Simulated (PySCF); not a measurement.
**triplet GaBr: levels of theory compared**

We compute a comparison of 6 runs (UHF/3-21G, U-r2SCAN/aug-cc-pVTZ, U-revPBE/aug-cc-pVTZ, UB2PLYP/aug-cc-pVTZ, UPBE/aug-cc-pVTZ, USCS-MP2/aug-cc-pVTZ) of triplet GaBr. 

The results are computed with PySCF 2.14.0.

1 further run of the same task is left out (set aside as unsound or not needed).

## (1) The structure to begin with

GaBr: 2 atoms, total charge 0, spin state triplet. As SMILES of the parent species, `[Ga][Br]`. The coordinates come from a PBE0-D4/def2-TZVP relaxation. That shape belongs to the parent species and isn't relaxed for this state.

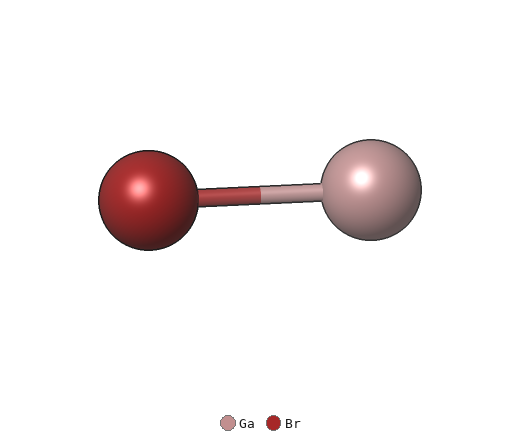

Viewed from a chosen angle; gallium pink, bromine red.

## (2) The energy at UHF/3-21G (run 1)

Contents of input.xyz:

```xyz
2
BrGa
Ga     0.000000     0.000000     0.013830
Br     0.000000     0.000000     2.388120
```

Contents of job.py:

```python
from pyscf import gto

mol = gto.M(
    atom='input.xyz',
    spin=2,
    max_memory=1860,
    basis='3-21g',
    verbose=3,
)

calc0 = mol.UHF()
calc0.conv_tol = 1e-10
calc0.kernel()
if not calc0.converged:
    calc0 = calc0.newton().run(calc0.mo_coeff, calc0.mo_occ)

energy = calc0.e_tot
print('E(%s) = %.9f' % ('HF', energy))
```

Run with:

```console
OMP_NUM_THREADS=1 python job.py
```

Standard output:

```text
WARN: HOMO -0.0320571806356828 >= LUMO -0.323437409155109

converged SCF energy = -4473.84983925073  <S^2> = 2.0057905  2S+1 = 3.0038578
E(HF) = -4473.849839251
```

Wall time 0.87 s (1 thread of Arm Neoverse V2, shared host); peak memory 0.12 GiB.

## (3) The energy at U-r2SCAN/aug-cc-pVTZ (run 2)

Contents of calc.py:

```python
from pyscf import gto, dft

system = gto.M(
    atom='''
Ga     0.000000     0.000000     0.013830
Br     0.000000     0.000000     2.388120
''',
    basis='aug-cc-pvtz',
    spin=2,
    charge=0,
    verbose=3,
    max_memory=1860,
)

calc0 = dft.UKS(system, xc='r2scan')
calc0.conv_tol = 1e-10
calc0.grids.level = 5
calc0.kernel()
if not calc0.converged:
    calc0 = calc0.newton().run(calc0.mo_coeff, calc0.mo_occ)

e_tot = calc0.e_tot
print(f'total energy: {e_tot:.8f} hartree')
```

Run with:

```console
OMP_NUM_THREADS=1 python calc.py
```

Standard output:

```text
WARN: HOMO -0.0802803324911658 >= LUMO -0.247143272003503

WARN: HOMO -0.165330022827349 >= LUMO -0.24531794818877

WARN: HOMO -0.12484520189791 >= LUMO -0.221754688555204

WARN: HOMO -0.133352895796734 >= LUMO -0.219140117456072

WARN: HOMO -0.13303001994715 >= LUMO -0.21541836156472

WARN: HOMO -0.133446460874936 >= LUMO -0.214910929268251

WARN: HOMO -0.133239506637671 >= LUMO -0.214572093659779

WARN: HOMO -0.13325026326893 >= LUMO -0.214599881422295

WARN: HOMO -0.133256998166832 >= LUMO -0.214602554639637

WARN: HOMO -0.13325464243787 >= LUMO -0.214602519184445

WARN: HOMO -0.133254500876423 >= LUMO -0.214603001113181

WARN: HOMO -0.133254633648146 >= LUMO -0.214603138672401

converged SCF energy = -4499.00991674095  <S^2> = 2.0056304  2S+1 = 3.0037512
total energy: -4499.00991674 hartree
```

Run time: 43 s. Hardware: 1 thread of Arm Neoverse V2, shared host; peak memory 0.68 GiB.

Run 3 isn't shown in full; the table further down has it.

## (4) The energy at UB2PLYP/aug-cc-pVTZ (run 4)

Contents of mol.xyz:

```xyz
2

Ga     0.000000     0.000000     0.013830
Br     0.000000     0.000000     2.388120
```

Contents of input.py:

```python
from pyscf import gto, dft, mp

molecule = gto.M(
    atom='mol.xyz',
    max_memory=1860,
    basis='aug-cc-pvtz',
    spin=2,
    verbose=3,
)

mf = dft.UKS(molecule, xc='0.53*HF + 0.47*B88, 0.73*LYP')
mf.grids.level = 5
mf.conv_tol = 1e-10
mf.kernel()
if not mf.converged:
    mf = mf.newton().run(mf.mo_coeff, mf.mo_occ)

pt = mp.MP2(mf, frozen=18).run()
etot = mf.e_tot + 0.27 * pt.e_corr
print('PT2 part  %.8f' % (0.27 * pt.e_corr))
print('Final energy', etot)
```

Run with:

```console
OMP_NUM_THREADS=1 python input.py
```

Standard output:

```text
WARN: HOMO -0.033347526732063 >= LUMO -0.258088060896977

converged SCF energy = -4498.14359652068  <S^2> = 2.0083348  2S+1 = 3.0055514
E(UMP2) = -4498.55615180059  E_corr = -0.412555279915042
E(SCS-UMP2) = -4498.52669022733  E_corr = -0.383093706657026
PT2 part  -0.11138993
Final energy -4498.2549864462535
```

Run time: 30 s. Hardware: 1 thread of Arm Neoverse V2, shared host; peak memory 0.63 GiB.

Run 5 isn't shown in full; the table further down has it.

## (5) A single-point energy at USCS-MP2/aug-cc-pVTZ (run 6)

Contents of input.py:

```python
from pyscf import gto, scf, mp

system = gto.Mole()
system.atom = 'Ga -0.000000 -0.000000 0.013830; Br 0.000000 0.000000 2.388120'
system.basis = 'aug-cc-pvtz'
system.charge = 0
system.max_memory = 1860
system.verbose = 4
system.spin = 2
system.build()

mf = scf.UHF(system)
mf.conv_tol = 1e-10
mf.kernel()
if not mf.converged:
    mf = mf.newton().run(mf.mo_coeff, mf.mo_occ)

pt = mp.MP2(mf, frozen=18).run()
e_final = mf.e_tot + 1.2 * pt.e_corr_os + pt.e_corr_ss / 3
print('E(%s) = %.9f' % ('SCS-MP2', e_final))
```

Run with:

```console
OMP_NUM_THREADS=1 python input.py
```

Standard output:

```text
PySCF version 2.14.0

[... 35 lines left out ...]
[... the frontier-level lines of each cycle are left out ...]
[... 3 lines left out ...]
[... 58 lines left out ...]
converged SCF energy = -4495.73270285021  <S^2> = 2.0111197  2S+1 = 3.007404
[... 1 line left out ...]
******** <class 'pyscf.mp.ump2.UMP2'> ********
nocc = (np.int64(16), np.int64(14)), nmo = (100, 100)
frozen orbitals 18
E(UMP2) = -4496.06488032762  E_corr = -0.332177477410754
E(SCS-UMP2) = -4496.0407538025  E_corr = -0.308050952291606
E_corr(same-spin) = -0.104494639155345
E_corr(oppo-spin) = -0.227682838255409
E(SCS-MP2) = -4496.040753803
```

It took 11 s on 1 thread of Arm Neoverse V2, shared host; peak memory 0.4 GiB.

## (6) The series

| run | level | integration grid | frozen core orbitals | energy (Eh) | dipole moment (D) of the reference | HOMO energy (eV) | ⟨S²⟩ | wall time |
| --- | --- | --- | --- | --- | --- | --- | --- | --- |
| 1 | UHF/3-21G | – | – | -4473.849839 | 3.09 | -6.39 | 2.006 | 0.87 s |
| 2 | U-r2SCAN/aug-cc-pVTZ | 5 | – | -4499.009917 | 1.46 | -3.63 | 2.006 | 43 s |
| 3 | U-revPBE/aug-cc-pVTZ | 5 | – | -4498.677574 | 1.13 | -3.31 | 2.003 | 23 s |
| 4 | UB2PLYP/aug-cc-pVTZ | 5 | 18 | -4498.254986 | 1.66 | -5.00 | 2.008 | 30 s |
| 5 | UPBE/aug-cc-pVTZ | 5 | – | -4498.357583 | 1.07 | -3.31 | 2.003 | 23 s |
| 6 | USCS-MP2/aug-cc-pVTZ | – | 18 | -4496.040754 | 2.23 | -6.76 | 2.011 | 11 s |

## (7) Outcome

| quantity | value |
| --- | --- |
| run 6: total energy | -4496.04075 Eh |
| run 6: dipole moment (Hartree–Fock density) | 2.23 D |
| run 6: HOMO energy (Hartree–Fock orbitals) (highest over α and β) | -6.76 eV |
| run 6: LUMO energy (Hartree–Fock orbitals) (lowest over α and β) | -1.43 eV |
| run 6: correlation energy (18 core orbitals frozen) | -308.1 mEh |
| run 6: ⟨S²⟩ of the reference determinant | 2.011 |

What this shows: Over runs 1, 2, 3, 4, 5 the dipole moment (its size) runs from 1.07 D (UPBE/aug-cc-pVTZ) to 3.09 D (UHF/3-21G). The two ends differ in method and basis. Totals of different functionals can't be ranked against each other. All runs together took 2.2 min, the longest 43 s.
